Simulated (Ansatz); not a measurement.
```
CELL_PARAMETERS angstrom
4.17765 0.00000 0.00000
-2.08882 3.61795 0.00000
0.00000 0.00000 10.23895
ATOMIC_POSITIONS crystal
Ga 0.00000 0.00000 0.01371
Ga 0.66667 0.33333 0.33304
Ga 0.33333 0.66667 0.65413
Sb 0.33333 0.66667 0.91622
As 0.00000 0.00000 0.25609
As 0.66667 0.33333 0.57681
```

Space group P3m1; a structure generated by program, which may or may not match a known phase.

Level of theory: Ansatz, DFT PBE, scalar-relativistic, plane waves, PAW.

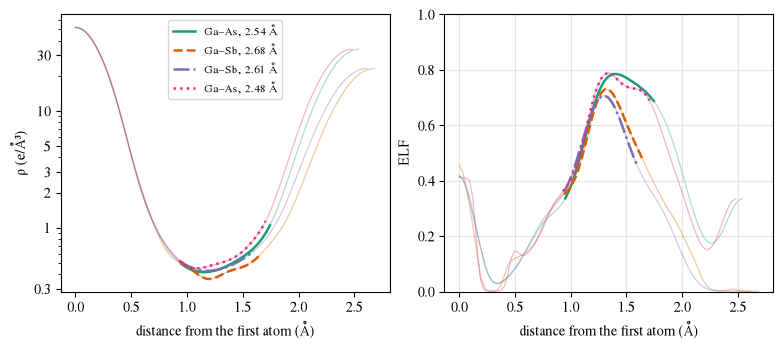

Ga3SbAs2. Valence electron density and ELF along straight lines between neighbouring atoms. Thin, pale parts lie inside the atomic spheres.

In a PAW calculation such maps are meaningful between the atoms, not at the nuclei.

### Compare the contacts.

Ga–As (2.54 Å): ρ at the midpoint is about 0.43 e/Å³; the ELF peaks at about 0.80 between the atoms.
Ga–Sb (2.68 Å): ρ at the midpoint is about 0.41 e/Å³, with its minimum of 0.36 e/Å³ about 1.2 Å from Ga; the ELF peaks at about 0.75 between the atoms.
Ga–Sb (2.61 Å): ρ is about 0.44 e/Å³ halfway; the ELF peaks at about 0.70 between the atoms.
Ga–As (2.48 Å): ρ at the midpoint is about 0.48 e/Å³; the ELF peaks at about 0.80 between the atoms.
